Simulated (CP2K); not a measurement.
# C2H4N2Si (SMILES C=N[SiH2]C#N) at GFN1-xTB

What is the vertical electron affinity of C2H4N2Si at GFN1-xTB? Input form: an ASE script.

Program for the calculation: CP2K 2026.2.

4 further runs of the same task are left out: 1 that didn't finish, 3 set aside as unsound or not needed.

## Step 1: Starting point

C2H4N2Si: 9 atoms, total charge 0, spin state singlet. SMILES: `C=N[SiH2]C#N`. Geometry: relaxed at GFN2-xTB. This is one conformer, not always the lowest.

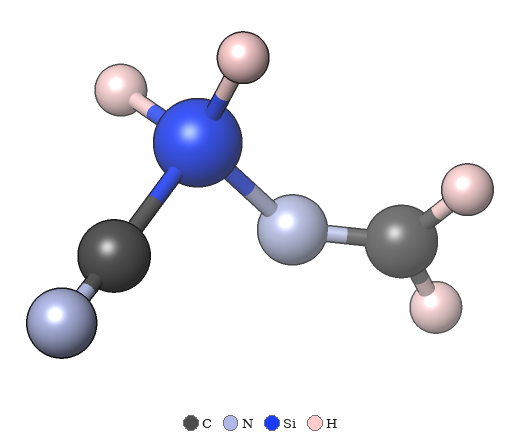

Viewed from a chosen angle; carbon dark grey, nitrogen light blue, silicon blue, hydrogen pink.

## Step 2: Energy and gradient at GFN1-xTB

File molecule.xyz:

```xyz
9

C      1.347660     0.824080     0.994470
N      0.669680     0.554920    -0.015800
Si    -0.938530     0.053400    -0.349030
C     -0.643660    -1.575130    -1.217140
N     -0.496650    -2.579230    -1.746650
H      0.982050     0.783810     2.024350
H      2.384800     1.127050     0.872380
H     -1.877610    -0.228690     0.743450
H     -1.427720     1.039790    -1.306010
```

File job.py:

```python
import numpy as np
from ase.io import read
from ase.calculators.cp2k import CP2K

atoms = read("molecule.xyz")
atoms.set_cell([14.3, 13.7, 13.8])
atoms.center()
inp = """
&FORCE_EVAL
   METHOD QUICKSTEP
   &DFT
      CHARGE 0
      MULTIPLICITY 1
      # Quickstep
      &QS
         METHOD XTB
         EPS_DEFAULT 1.0E-10
         &XTB
            GFN_TYPE TBLITE
            &TBLITE
               METHOD GFN1
            &END TBLITE
            CHECK_ATOMIC_CHARGES F
         &END XTB
      &END QS
      # isolated system
      &POISSON
         PERIODIC NONE
         POISSON_SOLVER ANALYTIC
      &END POISSON
      &SCF
         SCF_GUESS ATOMIC
         EPS_SCF 1.0E-06
         MAX_SCF 150
         ADDED_MOS 4
         &DIAGONALIZATION
            ALGORITHM STANDARD
         &END DIAGONALIZATION
         &MIXING
            METHOD DIRECT_P_MIXING
            ALPHA 0.4
         &END MIXING
         &SMEAR ON
            METHOD FERMI_DIRAC
            ELECTRONIC_TEMPERATURE [K] 300
         &END SMEAR
      &END SCF
      &PRINT
         &MOMENTS
            PERIODIC F
            REFERENCE COM
            MAX_MOMENT 1
         &END MOMENTS
         &MO ON
            ENERGIES T
            OCCUPATION_NUMBERS T
            NDIGITS 6
            &EACH
               QS_SCF 0
            &END EACH
            ADD_LAST NUMERIC
         &END MO
         &HIRSHFELD OFF
         &END HIRSHFELD
      &END PRINT
   &END DFT
   # atoms, cell and kinds
   &SUBSYS
   &END SUBSYS
&END FORCE_EVAL
"""
calculator = CP2K(command="cp2k.psmp -s", label="calc", inp=inp, basis_set=None, basis_set_file=None, potential_file=None, pseudo_potential=None, xc=None, cutoff=None, max_scf=None, charge=None, uks=False,
            force_eval_method=None, print_level="LOW", poisson_solver=None, stress_tensor=False)
atoms.calc = calculator
print("E / eV:", round(atoms.get_potential_energy(), 6))
forces = atoms.get_forces()
print(np.array2string(forces, precision=5, suppress_small=True))
print("largest force / (eV/A): %.4f" % np.linalg.norm(forces, axis=1).max())
```

On the command line:

```bash
$ OMP_NUM_THREADS=1 python job.py
```

Log:

```text
E / eV: -396.581632
[[ 1.09386  0.38793  0.85833]
 [-1.43943 -0.40586 -0.58226]
 [-0.16659 -0.19842 -0.48656]
 [-0.3157   1.59368  0.77634]
 [ 0.22751 -1.46022 -0.75487]
 [ 0.08917  0.02982  0.02269]
 [ 0.26252  0.08412  0.1899 ]
 [ 0.22352  0.1463  -0.20231]
 [ 0.02514 -0.17735  0.17876]]
largest force / (eV/A): 1.8006
```

calc.out, shortened:

```text
CP2K| version string:                                       CP2K version 2026.2
[...]
 GLOBAL| Method name                                                        CP2K
[...]
 GLOBAL| Run type                                                   ENERGY_FORCE
[...]
 *** WARNING in qs_kind_types.F:2330 :: Information provided in the input ***
 *** file regarding BASIS for KIND <C> will be ignored!                   ***
 *** WARNING in qs_kind_types.F:2330 :: Information provided in the input ***
 *** file regarding BASIS for KIND <N> will be ignored!                   ***
 *** WARNING in qs_kind_types.F:2330 :: Information provided in the input ***
 *** file regarding BASIS for KIND <Si> will be ignored!                  ***
 *** WARNING in qs_kind_types.F:2330 :: Information provided in the input ***
 *** file regarding BASIS for KIND <H> will be ignored!                   ***
[...]
                             - Atoms:                                          9
[...]
                             - Spherical basis functions:                     33
[...]
 Number of electrons:                                                         26
[...]
  *** SCF run converged in    14 steps ***
[...]
  Fermi energy:                                                -0.34054588611873
[...]
 TB_DIPOLE| Moment [Debye]          0.33746093       2.22530555       2.26140964
 TB_DIPOLE| Derivative [a.u.]       0.00000000       0.00000000       0.00000000
[...]
 ENERGY| Total FORCE_EVAL ( QS ) energy [hartree]            -14.574107443839702
[...]
```

Run time: 1.5 s. Hardware: 1 thread of Intel Xeon 6975P-C (Granite Rapids), shared host; peak memory 0.19 GiB.

## Step 3: The doublet anion at the same level

molecule.xyz is that of step 2.

File calc.py:

```python
import numpy as np
from ase.io import read
from ase.calculators.cp2k import CP2K

atoms = read("molecule.xyz")
atoms.set_cell([14.3, 13.7, 13.8])
atoms.center()
cp2k_input = """
&FORCE_EVAL
  METHOD QS
  &DFT
    CHARGE -1
    MULTIPLICITY 2
    UKS T
    &QS
      METHOD XTB
      EPS_DEFAULT 1.0E-10
      &XTB
        GFN_TYPE TBLITE
        &TBLITE
          METHOD GFN1
        &END TBLITE
        CHECK_ATOMIC_CHARGES F
      &END XTB
    &END QS
    &POISSON
      PERIODIC NONE
      POISSON_SOLVER ANALYTIC
    &END POISSON
    # SCF settings
    &SCF
      SCF_GUESS ATOMIC
      EPS_SCF 1.0E-06
      MAX_SCF 150
      ADDED_MOS 4
      &DIAGONALIZATION
        ALGORITHM STANDARD
      &END DIAGONALIZATION
      &MIXING
        METHOD DIRECT_P_MIXING
        ALPHA 0.4
      &END MIXING
      &SMEAR ON
        METHOD FERMI_DIRAC
        ELECTRONIC_TEMPERATURE [K] 300
      &END SMEAR
    &END SCF
    # extra output
    &PRINT
      &MOMENTS
        PERIODIC F
        REFERENCE COM
        MAX_MOMENT 1
      &END MOMENTS
      &MO ON
        ENERGIES T
        OCCUPATION_NUMBERS T
        NDIGITS 6
        &EACH
          QS_SCF 0
        &END EACH
        ADD_LAST NUMERIC
      &END MO
      &HIRSHFELD OFF
      &END HIRSHFELD
    &END PRINT
  &END DFT
  &SUBSYS
  &END SUBSYS
&END FORCE_EVAL
"""
cp2k = CP2K(command="cp2k.psmp -s", label="mol", inp=cp2k_input, basis_set=None, basis_set_file=None, potential_file=None, pseudo_potential=None, xc=None, cutoff=None, max_scf=None, charge=None, uks=False,
            force_eval_method=None, print_level="LOW", poisson_solver=None, stress_tensor=False)
atoms.calc = cp2k
print("E / eV:", round(atoms.get_potential_energy(), 6))
forces = atoms.get_forces()
print(np.array2string(forces, precision=5, suppress_small=True))
print("largest force / (eV/A): %.4f" % np.linalg.norm(forces, axis=1).max())
```

On the command line:

```bash
$ OMP_NUM_THREADS=1 python calc.py
```

Log:

```text
E / eV: -401.773907
[[ 3.96417  1.32338  4.82222]
 [-5.64129 -1.37113 -4.66281]
 [ 1.86793 -0.42055 -0.51522]
 [-1.33498  3.79306  1.90065]
 [ 0.77131 -3.4582  -1.77108]
 [ 0.10679  0.14211  0.21233]
 [ 0.46245  0.0078   0.22266]
 [ 0.07598  0.14205 -0.30094]
 [-0.27235 -0.15852  0.09219]]
largest force / (eV/A): 7.4462
```

mol.out, shortened:

```text
CP2K| version string:                                       CP2K version 2026.2
[...]
 GLOBAL| Method name                                                        CP2K
[...]
 GLOBAL| Run type                                                   ENERGY_FORCE
[...]
 *** WARNING in qs_kind_types.F:2330 :: Information provided in the input ***
 *** file regarding BASIS for KIND <C> will be ignored!                   ***
 *** WARNING in qs_kind_types.F:2330 :: Information provided in the input ***
 *** file regarding BASIS for KIND <N> will be ignored!                   ***
 *** WARNING in qs_kind_types.F:2330 :: Information provided in the input ***
 *** file regarding BASIS for KIND <Si> will be ignored!                  ***
 *** WARNING in qs_kind_types.F:2330 :: Information provided in the input ***
 *** file regarding BASIS for KIND <H> will be ignored!                   ***
[...]
                             - Atoms:                                          9
[...]
                             - Spherical basis functions:                     33
[...]
 Number of electrons:                                                         14
[...]
  *** SCF run converged in    18 steps ***
[...]
  Fermi energy:                                                -0.07303739354090
[...]
 TB_DIPOLE| Moment [Debye]         -0.99622706       0.85095367       0.60222458
 TB_DIPOLE| Derivative [a.u.]       0.00000000       0.00000000       0.00000000
[...]
 ENERGY| Total FORCE_EVAL ( QS ) energy [hartree]            -14.764920038039470
[...]
```

Run time: 1.6 s. Hardware: 1 thread of Intel Xeon 6975P-C (Granite Rapids), shared host; peak memory 0.19 GiB.

## Step 4: Outcome

At GFN1-xTB:

| quantity | value |
| --- | --- |
| singlet C2H4N2Si: total energy | -14.57411 Eh |
| singlet C2H4N2Si: dipole moment (from atomic charges alone) | 3.19 D |
| singlet C2H4N2Si: HOMO energy | -11.42 eV |
| singlet C2H4N2Si: LUMO energy | -8.37 eV |
| singlet C2H4N2Si: HOMO–LUMO gap | 3.05 eV |
| doublet anion: total energy | -14.76492 Eh |
| doublet anion: HOMO energy (highest over α and β) | -2.17 eV |
| doublet anion: LUMO energy (lowest over α and β) | -1.81 eV |
| vertical electron affinity (to the doublet anion) | 5.192 eV |

**Reading.** At fixed nuclei the extra electron is bound by 5.19 eV (501 kJ/mol). A minimal valence basis can't be trusted even for the sign of an electron affinity. No empirical shift is applied, and without it xTB methods put this difference several eV too high. The dipole (singlet C2H4N2Si) comes from point charges on the atoms alone, without atomic dipoles, so it is partial.
